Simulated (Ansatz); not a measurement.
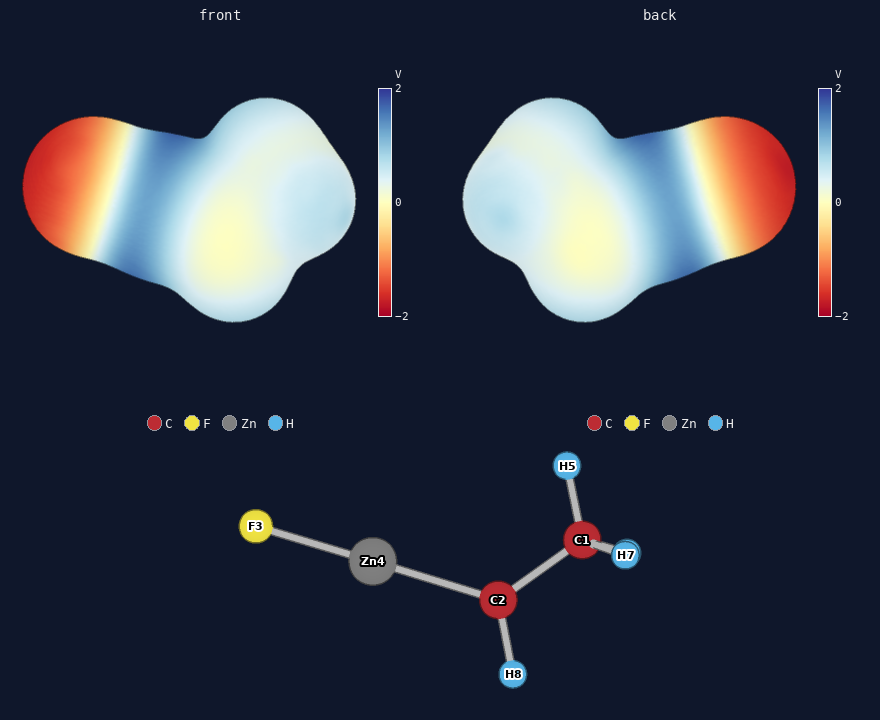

*C₂H₄FZn (doublet). The electrostatic potential painted on the density surface at 0.001 e/bohr³, seen from the front and from behind; the colour scale runs from red (negative) to blue (positive). The bare structure is drawn below in the same view.*

Geometry: PBE0-D3(BJ)/pcseg-1.

The calculation used isolated molecule in a Gaussian basis; Kohn-Sham density functional theory, functional PBE0 in Ansatz.

```yaml
atoms:
  - { symbol: C, position_ang: [-3.1206, -1.2297, -0.1130] }
  - { symbol: C, position_ang: [-2.3512, 0.0458, -0.1057] }
  - { symbol: F, position_ang: [0.9068, 0.6781, 1.4398] }
  - { symbol: Zn, position_ang: [-0.6617, 0.3684, 0.6975] }
  - { symbol: H, position_ang: [-2.6240, -2.0514, 0.4147] }
  - { symbol: H, position_ang: [-3.3143, -1.5711, -1.1436] }
  - { symbol: H, position_ang: [-4.1141, -1.0971, 0.3471] }
  - { symbol: H, position_ang: [-2.8384, 0.8745, -0.6303] }
```

**Which sites attract a positive test charge, and which a negative one?**

A positive charge is drawn to the negative regions and a negative charge to the positive ones. The most negative region (about −1.7 V) lies over F3, the most positive (about +1.6 V) over Zn4.

**What dipole moment does the calculation give?**

Its dipole moment is 3.22 D.
